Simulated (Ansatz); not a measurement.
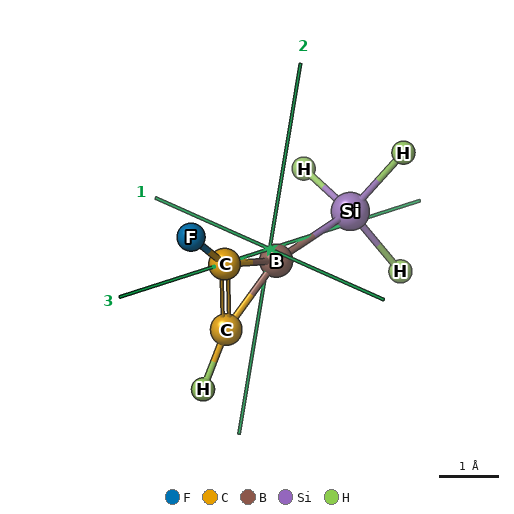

The three principal axes of inertia are drawn and numbered. Depth is shown by fading: the farther an atom, the more it takes the colour of the background. Computed geometry: PBE-D4/def2-SVP optimisation. No frequency run is at hand to confirm it as a minimum. Masses are those of the most abundant isotopes; constants are for the rigid equilibrium geometry.

Question: Which line is the a axis (least moment of inertia), which b and which c?

Answer: a is line 3, b is line 2, c is line 1; the moments are 44.5, 289, 327 u Å².

Question: What kind of rotor is it, and what are its rotational constants in cm⁻¹?

Answer: An asymmetric top (C1): A = 0.378, B = 0.0584, C = 0.0515 cm⁻¹. Ray's parameter κ is −0.96, close to the prolate limit.
